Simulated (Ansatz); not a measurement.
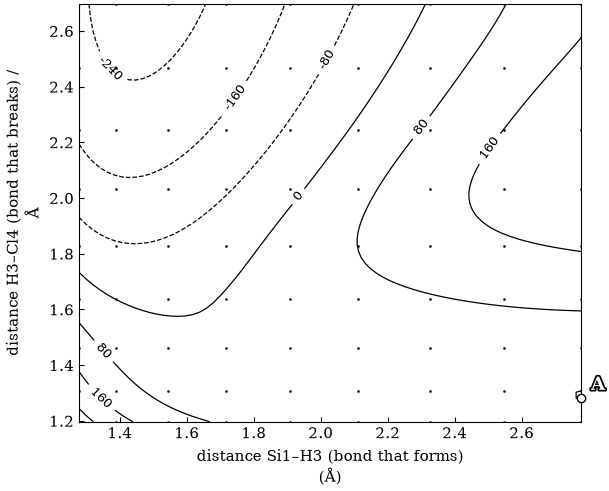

The reacting system Cl₂H₂Si (fragments ClHSi + ClH where the first distance is long, Cl₂H₂Si where the second is long). 
- The first coordinate is: distance Si1–H3 (bond that forms); the second: distance H3–Cl4 (bond that breaks).
- Relaxed at each point: all other coordinates.
- The grid has 9 × 9 points.
- Points are written as (first, second).
- Energies are in kJ/mol, from a guessed transition structure relaxed with its forming and breaking bonds held.
- The reference is spin-restricted, so regions where a bond is pulled apart into radicals lie too high.
- Level of theory: RKS r2SCAN-D4/def2-SVP (Ansatz).

The picture shows contour lines labelled in kJ/mol, dots at the grid points, the point A. Between grid points the surface is interpolated.

Q: Find the lowest path from A to the other arm of the map, and its barrier.

A: The easiest path runs from the side where the first distance is long, (2.778 Å, 1.308 Å), to the side where the second distance is long, about (1.47 Å, 2.70 Å). Its highest point, at (1.718 Å, 1.462 Å), lies about 8.1 kJ/mol above the start and 280 kJ/mol above the end on the interpolated surface. An end on the edge of the scan is no minimum, so the barrier from there is a lower bound.

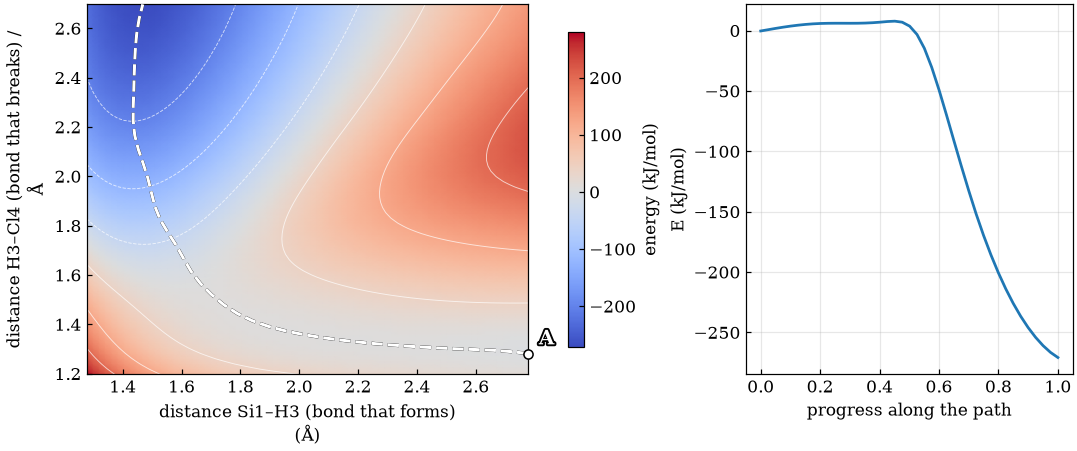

Drawn: a smooth colour map with a few white contour lines, a line along the lowest path, the energy along the path at the right. Between grid points the surface is interpolated.
